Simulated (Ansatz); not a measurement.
# Hf2SiBr: from a guess to a relaxed structure, part 3 of 3

Aim: relax a trial structure of Hf2SiBr and see where it ends.

Ansatz 0.2.0; DFT PBE, scalar-relativistic, plane waves, PAW.

## Step 4: Full relaxation

The end of the coarse run is made exact in the group found at a tolerance of 0.06 Å and reduced to its primitive cell.

input.yaml reads:

```yaml
crystal:
  lattice:
    - [3.2290509179, 0.0, 0.0]
    - [-1.614525459, 2.796440125, 0.0]
    - [0.0, 0.0, 10.520657867]
  atoms:
    - { symbol: Hf, position: [0.0, 0.0, 0.2541737206] }
    - { symbol: Hf, position: [0.0, 0.0, 0.7458262794] }
    - { symbol: Si, position: [0.0, 0.0, 0.0] }
    - { symbol: Br, position: [0.0, 0.0, 0.5] }
basis:
  ecutwfc: 420
kpoints:
  mp_grid: { grid: [18, 18, 6] }
hamiltonian:
  xc: pbe
scf:
  occupations: { method: gaussian, width: 0.1 }
output:
  forces: true
  stress: true
  eigenvalues: true
  write_density: true
  write_potential: true
  elf: true
  volumetric_format: npy
relax:
  adjacent_minimum: "off"
  f_tol: 0.01
  max_steps: 80
  cell: { stress_tol: 0.05 }
```

Run with:

```
ansatz run input.yaml --threads 1 --pin off --max-ram 2048MiB --backend cpu --events-out ev --progress --plain --runs-dir out
```

Output:

```text
Warning: RAYON_NUM_THREADS=1 ignored (pool sized by the plan → 1); use --threads N
Engine: ansatz 0.2.0, aarch64-unknown-linux-gnu
Pseudopotentials: kind: paw
Pseudopotential: Hf, paw, valence charge 26, recommended cutoff 420 eV (normal), Hf.paw.azcp
Pseudopotential: Si, paw, valence charge 4, recommended cutoff 420 eV (normal), Si.paw.azcp
Pseudopotential: Br, paw, valence charge 7, recommended cutoff 420 eV (normal), Br.paw.azcp
Functional definition: PBE
  parameter kappa = 0.804
  parameter beta = 0.06672455060314922
  exchange = pbe_x(kappa = kappa, mu = beta*pi^2/3)
  correlation = pbe_c(beta = beta)
Crystal: 4 atoms, lattice volume = 95.000 Å³
Basis set: ecut = 420 eV, 1907 PW (Γ), exchange–correlation on 48×48×144 points (8 copies of the dense FFT grid, shifted against one another)
Bands: 38, of which v1, the nominal top of the filled ones, is band 32 counted from 1 (31 counted from 0)
Symmetry: 24 space group operations
Space group: P6/mmm (ITA 191), of the structure as read, at distance tolerance 4.6e-5 Å
k-points: 148 of 1944
Non-local potential: Hf, projectors of the file, l = 0: 3, l = 1: 2, l = 2: 2, l = 3: 3
Non-local potential: Si, projectors of the file, l = 0: 2, l = 1: 2, l = 2: 2
Non-local potential: Br, projectors of the file, l = 0: 2, l = 1: 2, l = 2: 2
PAW form: soft (Blöchl's): semilocal exchange-correlation on the pseudo side does not see the compensation charge
PAW one-centre angular grid: Hf, 590 points (default); XC on 64 Gauss nodes
PAW one-centre angular grid: Si, 110 points (default); XC on 64 Gauss nodes
PAW one-centre angular grid: Br, 110 points (default); XC on 64 Gauss nodes
Initial density: superposition of atomic densities (neutral atoms: chi_scale 0, normalization atom), corrected by the library's trained network
Initial wavefunctions: pseudopotential atomic-orbital guess
Functional: x = pbe(κ = 0.804, μ = 0.2195149727645171), c = pbe(β = 0.06672455060314922)
SCF iter   1: F=—  HF=-34860.547096 eV  |F-HF|=—  |Δ(HF+E_count)|=         —  Δρ=5.03e-3  dr2=1.43e-1  ethr=1.77e-3  ⟨swp⟩=6.0  Hψ=20396  notcnv=0
preconditioner: auto → Kerker (q_TF=auto, 2.548 Å⁻¹)  [metal: Δε(μ)=0.034 eV  Ē_g=10.999 eV  σ=0.100 eV  W_gap=0.19  n_scr=38 (ndim 8)  ℏωp=26.1 eV  f_vac=0.000  D(μ)=3.44/eV (n_scr^D=38)]
SCF iter   2: F=—  HF=-34860.535433 eV  |F-HF|=—  |Δ(HF+E_count)|=   1.17e-2  Δρ=2.97e-3  dr2=7.78e-2  ethr=2.27e-4  ⟨swp⟩=1.4  Hψ=6905  notcnv=0
SCF iter   3: F=—  HF=-34860.524668 eV  |F-HF|=—  |Δ(HF+E_count)|=   1.08e-2  Δρ=1.02e-3  dr2=1.09e-2  ethr=1.23e-4  ⟨swp⟩=2.0  Hψ=6417  notcnv=0
SCF iter   4: F=—  HF=-34860.524385 eV  |F-HF|=—  |Δ(HF+E_count)|=   2.82e-4  Δρ=9.32e-4  dr2=2.04e-3  ethr=1.73e-5  ⟨swp⟩=2.0  Hψ=8916  notcnv=0  defer=26
SCF iter   5: F=—  HF=-34860.522944 eV  |F-HF|=—  |Δ(HF+E_count)|=   1.44e-3  Δρ=3.80e-4  dr2=2.16e-4  ethr=3.25e-6  ⟨swp⟩=2.1  Hψ=10504  notcnv=0  defer=131
SCF iter   6: F=—  HF=-34860.522931 eV  |F-HF|=—  |Δ(HF+E_count)|=   1.32e-5  Δρ=9.15e-5  dr2=2.02e-5  ethr=3.42e-7  ⟨swp⟩=2.0  Hψ=8793  notcnv=0  defer=140
SCF iter   7: F=—  HF=-34860.522975 eV  |F-HF|=—  |Δ(HF+E_count)|=   4.33e-5  Δρ=2.95e-5  dr2=9.57e-7  ethr=3.21e-8  ⟨swp⟩=2.0  Hψ=8999  notcnv=0  defer=153
SCF iter   8: F=-34860.522975 eV  HF=-34860.522975 eV  |F-HF|=1.69e-8  |Δ(HF+E_count)|=   1.38e-7  Δρ=6.87e-6  dr2=5.42e-8  ethr=1.59e-10  ⟨swp⟩=12.0  Hψ=47178  notcnv=0
SCF 1 converged in 8 iterations: F = -34860.522975 eV  dr2 = 5.42e-8
relax step   1: F+E_penalty+E_count = -34860.52297474 eV  Δ(F+E_penalty+E_count) = +0.000e0 eV  max|allowed force component| = 2.868e-3 eV/Å  Δτ_max = 0.0000 Å  P = -0.278 GPa  Ω = 95.000 Å³  (8 SCF iters, dr2 threshold 1.00e-7 eV, accepted)
Crystal: 4 atoms, lattice volume = 94.019 Å³
Basis set: ecut = 420 eV, 1895 PW (Γ), exchange–correlation on 48×48×144 points (8 copies of the dense FFT grid, shifted against one another)
Initial density: handed on by an earlier stage of this run
Initial wavefunctions: those handed on with the density
iter 1 solved again at ethr=2.29e-5 eV; its pass at ethr=3.10e-3 eV (dr2=1.44e-2 eV) is discarded
SCF iter   1: F=—  HF=-34860.524481 eV  |F-HF|=—  |Δ(HF+E_count)|=         —  Δρ=1.14e-3  dr2=1.41e-2  ethr=2.29e-5  ⟨swp⟩=2.0  Hψ=21522  notcnv=0
preconditioner: auto → Kerker (q_TF=auto, 2.552 Å⁻¹)  [metal: Δε(μ)=0.004 eV  Ē_g=10.948 eV  σ=0.100 eV  W_gap=0.02  n_scr=26 (ndim 8)  ℏωp=26.3 eV  f_vac=0.000  D(μ)=3.83/eV (n_scr^D=38)]
SCF iter   2: F=—  HF=-34860.523570 eV  |F-HF|=—  |Δ(HF+E_count)|=   9.11e-4  Δρ=7.38e-4  dr2=7.79e-3  ethr=2.24e-5  ⟨swp⟩=1.0  Hψ=5624  notcnv=0
SCF iter   3: F=—  HF=-34860.522629 eV  |F-HF|=—  |Δ(HF+E_count)|=   9.41e-4  Δρ=3.43e-4  dr2=4.95e-4  ethr=1.24e-5  ⟨swp⟩=2.0  Hψ=6230  notcnv=0
SCF iter   4: F=—  HF=-34860.522510 eV  |F-HF|=—  |Δ(HF+E_count)|=   1.19e-4  Δρ=2.53e-4  dr2=2.15e-4  ethr=7.86e-7  ⟨swp⟩=2.1  Hψ=9391  notcnv=0
SCF iter   5: F=—  HF=-34860.522514 eV  |F-HF|=—  |Δ(HF+E_count)|=   4.46e-6  Δρ=9.36e-5  dr2=1.22e-5  ethr=3.41e-7  ⟨swp⟩=2.1  Hψ=8912  notcnv=0
SCF iter   6: F=—  HF=-34860.522514 eV  |F-HF|=—  |Δ(HF+E_count)|=   7.91e-7  Δρ=2.58e-5  dr2=6.88e-7  ethr=1.94e-8  ⟨swp⟩=2.0  Hψ=10284  notcnv=0
SCF iter   7: F=-34860.522514 eV  HF=-34860.522514 eV  |F-HF|=5.53e-8  |Δ(HF+E_count)|=   1.19e-7  Δρ=6.13e-6  dr2=4.08e-8  ethr=6.35e-10  ⟨swp⟩=10.9  Hψ=44851  notcnv=0
SCF 2 converged in 7 iterations: F = -34860.522514 eV  dr2 = 4.08e-8
  Residual-converged pass: ⟨swp⟩=1.0  Hψ=6217  notcnv=0  max |occ|·‖R‖ = 7.1e-9 eV (tolerance 1.0e-8 eV)  dr2=4.08e-8  dr2_onsite=6.44e-8  max |Δocc| = 1.1e-10
relax step   2: F+E_penalty+E_count = -34860.52251357 eV  Δ(F+E_penalty+E_count) = +4.612e-4 eV  max|allowed force component| = 1.402e-2 eV/Å  Δτ_max = 0.0004 Å  P = +0.438 GPa  Ω = 94.019 Å³  energy of the carried Pulay correction = +1.683e-4 eV  (7 SCF iters, dr2 threshold 4.00e-7 eV, rejected (line search))
Crystal: 4 atoms, lattice volume = 94.656 Å³
iter 1 solved again at ethr=9.58e-6 eV; its pass at ethr=3.10e-3 eV (dr2=6.04e-3 eV) is discarded
SCF iter   1: F=—  HF=-34860.524140 eV  |F-HF|=—  |Δ(HF+E_count)|=         —  Δρ=7.38e-4  dr2=5.94e-3  ethr=9.58e-6  ⟨swp⟩=2.0  Hψ=21650  notcnv=0
preconditioner: auto → Kerker (q_TF=auto, 2.549 Å⁻¹)  [metal: Δε(μ)=0.010 eV  Ē_g=10.963 eV  σ=0.100 eV  W_gap=0.05  n_scr=38 (ndim 8)  ℏωp=26.2 eV  f_vac=0.000  D(μ)=3.72/eV (n_scr^D=38)]
SCF iter   2: F=—  HF=-34860.523759 eV  |F-HF|=—  |Δ(HF+E_count)|=   3.81e-4  Δρ=4.83e-4  dr2=3.33e-3  ethr=9.43e-6  ⟨swp⟩=1.0  Hψ=5624  notcnv=0
SCF iter   3: F=—  HF=-34860.523366 eV  |F-HF|=—  |Δ(HF+E_count)|=   3.92e-4  Δρ=2.25e-4  dr2=2.63e-4  ethr=5.29e-6  ⟨swp⟩=2.0  Hψ=6166  notcnv=0
SCF iter   4: F=—  HF=-34860.523304 eV  |F-HF|=—  |Δ(HF+E_count)|=   6.20e-5  Δρ=1.68e-4  dr2=9.65e-5  ethr=4.17e-7  ⟨swp⟩=2.0  Hψ=9086  notcnv=0
SCF iter   5: F=—  HF=-34860.523334 eV  |F-HF|=—  |Δ(HF+E_count)|=   3.00e-5  Δρ=6.35e-5  dr2=5.80e-6  ethr=1.53e-7  ⟨swp⟩=2.0  Hψ=9017  notcnv=0
SCF iter   6: F=—  HF=-34860.523341 eV  |F-HF|=—  |Δ(HF+E_count)|=   6.54e-6  Δρ=1.81e-5  dr2=3.40e-7  ethr=9.20e-9  ⟨swp⟩=2.0  Hψ=10284  notcnv=0
SCF iter   7: F=—  HF=-34860.523341 eV  |F-HF|=—  |Δ(HF+E_count)|=   4.37e-8  Δρ=4.61e-6  dr2=2.32e-8  ethr=5.39e-10  ⟨swp⟩=2.0  Hψ=8990  notcnv=0
SCF iter   8: F=—  HF=-34860.523341 eV  |F-HF|=—  |Δ(HF+E_count)|=   1.02e-8  Δρ=1.03e-6  dr2=1.76e-9  ethr=3.68e-11  ⟨swp⟩=2.6  Hψ=9884  notcnv=0
SCF iter   9: F=—  HF=-34860.523341 eV  |F-HF|=—  |Δ(HF+E_count)|=  2.26e-10  Δρ=4.21e-7  dr2=2.03e-10  ethr=2.79e-12  ⟨swp⟩=2.1  Hψ=10267  notcnv=0
SCF iter  10: F=-34860.523341 eV  HF=-34860.523341 eV  |F-HF|=7.28e-12  |Δ(HF+E_count)|=  6.55e-11  Δρ=1.11e-7  dr2=1.31e-11  ethr=1.00e-12  ⟨swp⟩=7.1  Hψ=31110  notcnv=0
SCF 3 converged in 10 iterations: F = -34860.523341 eV  dr2 = 1.31e-11
relax step   3: F+E_penalty+E_count = -34860.52334088 eV  Δ(F+E_penalty+E_count) = -3.661e-4 eV  max|allowed force component| = 1.199e-3 eV/Å  Δτ_max = 0.0002 Å  P = -0.008 GPa  Ω = 94.656 Å³  energy of the carried Pulay correction = +5.901e-5 eV  (10 SCF iters, accepted)
Initial wavefunctions: pseudopotential atomic-orbital guess (no wavefunctions were taken with the density)
iter 1 solved again at ethr=2.38e-7 eV; its pass at ethr=3.10e-3 eV (dr2=1.50e-4 eV) is discarded
SCF iter   1: F=—  HF=-34860.523232 eV  |F-HF|=—  |Δ(HF+E_count)|=         —  Δρ=4.42e-6  dr2=5.79e-9  ethr=2.38e-7  ⟨swp⟩=4.0  Hψ=36328  notcnv=0
eigensolver tolerance schedule: the retry pair's looser diagonalisation over-reported the residual by 25890.52 of it (diagonalisation noise at an unbounded share of the residual, at the tolerance the schedule requests for it); recorded, not acted on — ethr = c·dr2/N_el stays at c = 1.0e-1
preconditioner: auto → Kerker (q_TF=auto, 2.549 Å⁻¹)  [metal: Δε(μ)=0.004 eV  Ē_g=10.957 eV  σ=0.100 eV  W_gap=0.02  n_scr=38 (ndim 8)  ℏωp=26.2 eV  f_vac=0.000  D(μ)=3.77/eV (n_scr^D=38)]
SCF iter   2: F=—  HF=-34860.523279 eV  |F-HF|=—  |Δ(HF+E_count)|=   4.71e-5  Δρ=3.12e-6  dr2=6.30e-9  ethr=9.19e-12  ⟨swp⟩=4.2  Hψ=18205  notcnv=0
SCF iter   3: F=—  HF=-34860.523279 eV  |F-HF|=—  |Δ(HF+E_count)|=   1.24e-9  Δρ=1.89e-6  dr2=1.56e-9  ethr=9.19e-12  ⟨swp⟩=2.1  Hψ=9113  notcnv=0
SCF iter   4: F=—  HF=-34860.523279 eV  |F-HF|=—  |Δ(HF+E_count)|=  6.69e-10  Δρ=5.01e-7  dr2=2.41e-10  ethr=2.48e-12  ⟨swp⟩=2.0  Hψ=9953  notcnv=0
SCF iter   5: F=-34860.523279 eV  HF=-34860.523279 eV  |F-HF|=1.46e-11  |Δ(HF+E_count)|=  7.28e-12  Δρ=1.74e-7  dr2=2.88e-11  ethr=1.00e-12  ⟨swp⟩=6.4  Hψ=31732  notcnv=0
SCF 4 converged in 5 iterations: F = -34860.523279 eV  dr2 = 2.88e-11
relax step   4: F+E_penalty+E_count = -34860.52327949 eV  Δ(F+E_penalty+E_count) = +6.139e-5 eV  max|allowed force component| = 1.196e-3 eV/Å  Δτ_max = 0.0000 Å  P = -0.008 GPa  Ω = 94.656 Å³  stress off target by 3.87e-2 GPa  SCF on the basis re-selected at this cell (its energy is not comparable with the rows above)  (5 SCF iters)
basis re-selected at this cell: Δ(F+E_penalty+E_count) = +6.139e-5 eV, ΔP = -0.000 GPa vs the last step (what re-selecting the basis moved, of the pressure what is left beyond the Pulay correction that the steps carried, after the strain that the cell walked since its last selection, with what the two solves' SCF thresholds leave and, on support functions, any second-order correction that the steps lacked; it is no measure of the basis error at this ecutwfc). This SCF's stress stands 3.87e-2 GPa from its target on what of the cell is left free (relax.cell.stress_tol is 5.00e-2 GPa) and its largest allowed force component is 1.20e-3 eV/Å (relax.f_tol is 1.00e-2 eV/Å): within both
SCF converged after 5 iterations
Free energy (F): -34860.523279 eV
Harris-Foulkes:  -34860.523279 eV  (|F-HF|=1.46e-11)
Internal energy: -34860.504426 eV  (E = F + TS)
E sigma→0 (E₀):  -34860.513853 eV
Entropy (-TS):   -0.018854 eV (-4.713 meV/atom)
Fermi energy:    12.336820 eV
--- Per-component energies (eV) ---
  E_band       = -271.348596
  E_kinetic    = 1016.574511
  E_local      = -14397.162952  (includes V_loc(G=0)·N_el)
  E_nonlocal   = -2392.219812
  E_hartree    = 6673.266525
  E_xc         = -917.161811
  E_vxc        = -679.082278  (∫ρ·V_xc dr)
  E_paw        = -16612.839019  (= ΣΔE_a)
  E_vpaw       = 2834.009296  (= ΣTr[D̂ρ^β])
  E_aug_tail   = 0.000005  (compensation charges beyond the density's cutoff)
  E_ewald      = -8230.961873
  E_smearing   = -0.018854  (= −TS)
  E_closure    = 0.000000  (closes the sum)
  Σ components = -34860.523279   (vs F -34860.523279, Δ=0.00e0)
--- Forces (eV/Å), atoms counted from 1 ---
  atom   1  Hf     0.00000000     0.00000000     0.00119568
  atom   2  Hf     0.00000000     0.00000000    -0.00119568
  atom   3  Si     0.00000000     0.00000000     0.00000000
  atom   4  Br     0.00000000    -0.00000000     0.00000000
  max |Σ_I F_I| component: 3.29e-32 eV/Å
--- Stress (GPa, compression-positive) ---
        0.007699       0.000000       0.000000
        0.000000       0.007699       0.000000
        0.000000       0.000000      -0.038700
  P = ⅓ Tr σ = -0.0078 GPa (-0.078 kbar)
--- Band table (eV; the first three rows and the last of 148) ---
  k-point 0: bands = ["-49.9341", "-49.9341", "-18.6947", "-18.6860", "-18.3028", "-18.3028", "-18.3027", "-18.3027", "-4.3717", "0.0710", "0.0710", "0.0984", "0.0984", "0.0985", "0.0985", "0.1067", "0.1174", "0.1342", "0.1342", "0.1350", "0.1350", "0.1415", "0.1415", "3.0854", "5.2935", "8.0770", "8.1314", "10.0376", "11.4140", "11.4140", "13.8207", "13.8207", "13.8473", "13.8473", "14.4656", "15.8947", "15.8947", "16.0041"]
  k-point 1: bands = ["-49.9341", "-49.9341", "-18.6943", "-18.6864", "-18.3028", "-18.3028", "-18.3027", "-18.3027", "-4.3714", "0.0710", "0.0710", "0.0984", "0.0984", "0.0985", "0.0985", "0.1062", "0.1181", "0.1342", "0.1342", "0.1350", "0.1350", "0.1415", "0.1415", "3.0596", "5.3982", "7.6905", "8.4176", "10.0299", "11.4144", "11.4144", "13.8224", "13.8224", "13.8455", "13.8455", "14.6352", "15.7444", "15.7444", "16.1843"]
  k-point 2: bands = ["-49.9341", "-49.9341", "-18.6935", "-18.6872", "-18.3028", "-18.3028", "-18.3027", "-18.3027", "-4.3710", "0.0710", "0.0710", "0.0984", "0.0984", "0.0985", "0.0985", "0.1054", "0.1193", "0.1343", "0.1343", "0.1349", "0.1349", "0.1415", "0.1415", "3.0114", "5.6437", "7.2660", "8.6032", "10.0152", "11.4153", "11.4153", "13.8272", "13.8272", "13.8407", "13.8407", "15.0796", "15.6159", "15.6159", "16.3077"]
  k-point 147: bands = ["-49.8991", "-49.8991", "-18.6514", "-18.6514", "-18.6513", "-18.6513", "-18.6114", "-18.6074", "-2.9630", "0.0834", "0.0835", "0.1066", "0.1066", "0.1066", "0.1066", "0.1144", "0.1144", "0.1154", "0.1154", "0.1232", "0.1232", "0.1250", "0.1499", "6.5678", "7.3272", "7.3272", "8.0573", "10.0260", "10.0260", "11.4592", "12.1995", "12.1995", "12.2282", "12.2282", "13.6309", "13.6309", "14.2473", "14.2473"]
--- Relaxed structure (3 steps of the walk, 2 accepted, 1 SCFs on fresh bases) ---
  F+E_penalty+E_count = -34860.52327949 eV   max|allowed force component| = 1.196e-3 eV/Å   (the final SCF, on the basis selected at the relaxed cell)
  cell:  # Å, volume = 94.6559 Å³
    - [3.2251256578225584, 2.8832515574269355e-11, 1.2863541297944296e-30]
    - [-1.6125628289362488, 2.7930407500569183, 1.2472510762440987e-19]
    - [-3.848525523189023e-33, 4.692359307154663e-19, 10.508087853522444]
  atoms:
    - { symbol: Hf, position: [-6.788234175948188e-22, -1.3576468351686089e-21, 0.25419322310777137] }
    - { symbol: Hf, position: [6.788234175948038e-22, 1.3576468351686149e-21, 0.7458067768922285] }
    - { symbol: Si, position: [-2.49959635828532e-37, -4.707963031810108e-37, 3.395879654560017e-72] }
    - { symbol: Br, position: [0.0, 0.0, 0.49999999999999994] }
```

Wall time 2.3 min (1 thread of Arm Neoverse V1, shared host); peak memory 0.66 GiB.

The steps of the relaxation:

```csv
step,energy from step 1 (eV/cell),largest force component (eV/Å),pressure (GPa),volume (Å³)
1,0.0000,0.0029,-0.28,95.00
2,0.0005,0.0140,0.44,94.02
3,-0.0004,0.0012,-0.01,94.66
4,-0.0003,0.0012,-0.01,94.66
```

Step 1 is the start. Step 4 repeats the geometry before it on a plane-wave basis chosen anew for that cell, so its energy need not be comparable with the rows above. Step 2 was tried and not accepted.

|  | before | after | change |
| --- | --- | --- | --- |
| a (Å) | 3.229 | 3.225 | -0.1 % |
| b (Å) | 3.229 | 3.225 | -0.1 % |
| c (Å) | 10.521 | 10.508 | -0.1 % |
| volume (Å³/atom) | 23.75 | 23.66 | -0.4 % |
| shortest distance (Å) | 2.586 | 2.583 | -0.1 % |
| space group (0.01 Å) | P6/mmm | P6/mmm | same |

The run keeps the 24 symmetry operations of the start, so it could not have lowered the symmetry.

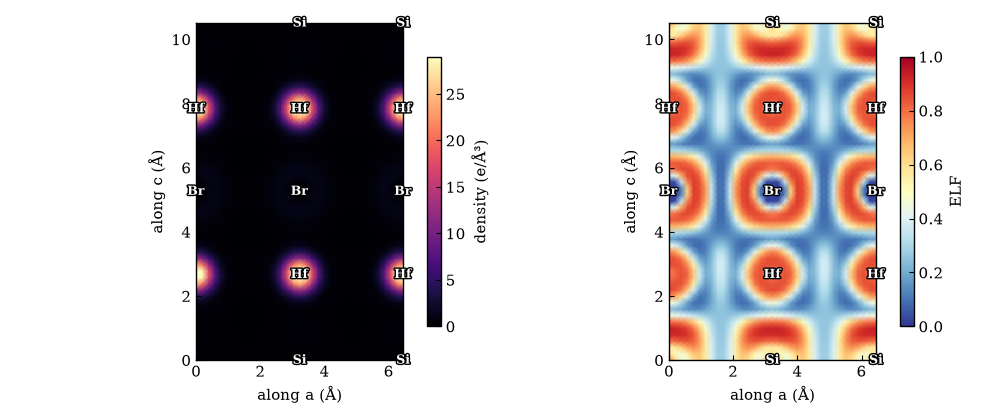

Density (left) and ELF (right) in a lattice plane of the grid's cell (edges 3.23 and 10.51 Å, at 0.000 of the third edge), which holds Hf and Si and Br. Only atoms in the plane are labelled; the density scale stops at 29.00 e/Å³. Both are smooth fields of the valence electrons: close to the nuclei they are not physical.

Outside the cores ELF peaks at 0.93 on the Si–Hf line, 1.0 Å from Si; 0.88 in the shell around Br, 0.8 Å from Br; 0.68 between the atoms, 1.8 Å from Hf.

## Step 5: Summary of results

The summary covers parts 1 to 3. Changes of volume or cell count from the first structure of part 1.

| quantity | value |
| --- | --- |
| symmetry at the end (tolerance 0.05 Å) | space group P6/mmm (No. 191) |
| conventional cell | a = 3.225 Å, b = 3.225 Å, c = 10.508 Å, α = 90.00°, β = 90.00°, γ = 120.00° |
| volume | 23.66 Å³/atom |
| energy over the elements | +0.30 eV/atom |
| gap on the mesh | none (metal) |

What this shows: The space group P6/mmm (No. 191) is kept, and the volume per atom shrinks by 5.4 % from the first guess. The formation energy is positive, so the separate elements lie lower. No finished test with a distortion of lower symmetry is shown, so the end may be a saddle point. Spin-orbit coupling is left out for Hf. Spin polarisation is off in the runs that give these values; a magnetic solution could lie lower.
